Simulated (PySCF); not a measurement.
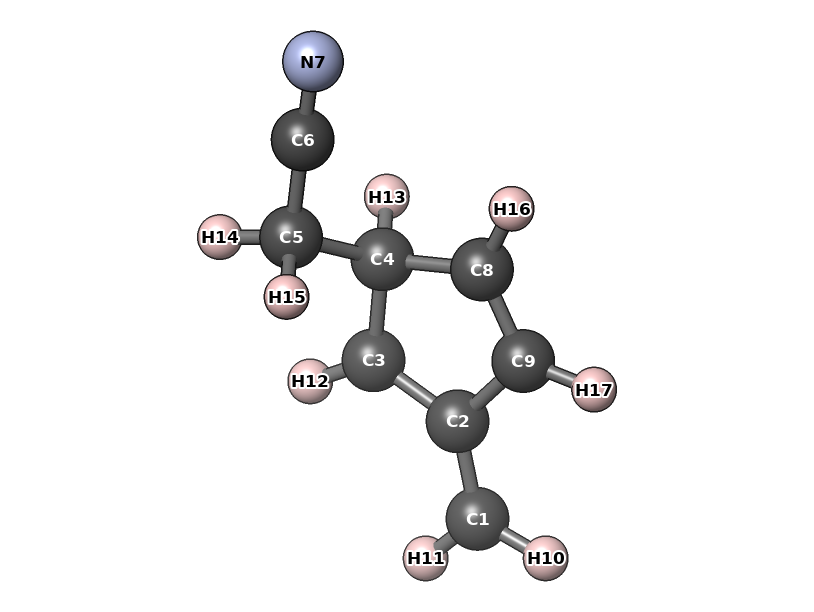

The species is neutral and a spin doublet. The computed structure is the end point of a GFN2-xTB optimisation. No frequency run is at hand to confirm it as a minimum. Level of theory: UKS B3LYP, pcH-1 on C H N, non-relativistic (PySCF 2.14.0). Fermi-contact and spin-dipolar terms alone, no spin-orbit part.

Which nucleus has the largest dipolar (anisotropic) hyperfine coupling?

Answer. 13C at C3: principal values −55.3, −53.9, 109.3 MHz.

List the isotropic and dipolar parts for the most strongly coupled nuclei, one of each equivalent set.

```csv
atom,isotope,a_iso (MHz),dipolar part (MHz)
C3,13C,59.6,"−55.3, −53.9, 109.3"
C1,13C,51.9,"−49.7, −48.1, 97.8"
C2,13C,−48.4,"−26.9, 10.3, 16.6"
H12,1H,−42.8,"−24.0, −1.4, 25.4"
H10,1H,−40.4,"−24.1, −0.5, 24.6"
H11,1H,−38.7,"−20.9, −1.7, 22.6"
C8,13C,−6.8,"−12.8, 5.6, 7.2"
H13,1H,59.2,"−4.1, −2.6, 6.6"
```
